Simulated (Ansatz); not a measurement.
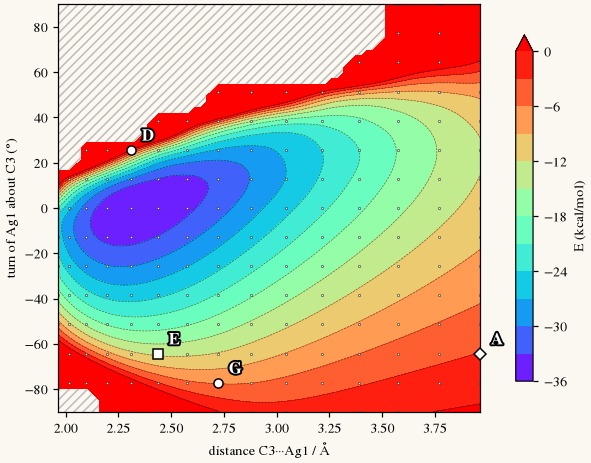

C2H2Ag, charge +1. The turn is about an axis along (0.95, −0.32, −0.03) in the frame of the relaxed pair, normal to the line between the partners. First axis: distance C3···Ag1. Second axis: turn of Ag1 about C3. The scan uses a 15 × 15 grid. At 52 points there is no value (left out of the scan, as a rule where atoms come close). Points are written as (first, second). All energies are given in kcal/mol relative to the ion and the molecule far apart, frozen as in the relaxed pair, each in its own basis (no counterpoise correction). The calculation used Ansatz, RKS PBE0-D4/def2-SVPD.

Drawn: filled contours, dots at the grid points, one colour for all values above the top of the scale, hatched blanks where no value was computed, lettered points. Between grid points the surface is interpolated.

### Is A the lowest point of the computed grid?

No. A lies 32.9 kcal/mol above the lowest grid point, which is at (2.311 Å, 0.0°).

### What kind of point is each of E, G: minimum, saddle, maximum or slope?

E: on a slope; G: on a slope. (In these two coordinates alone; a stationary point may lie a little off the grid point.)

### Rank the lettered points by energy, lowest first.

E (−12.6 kcal/mol), G (−6.2 kcal/mol), A (−2.9 kcal/mol), D (0.011 kcal/mol).
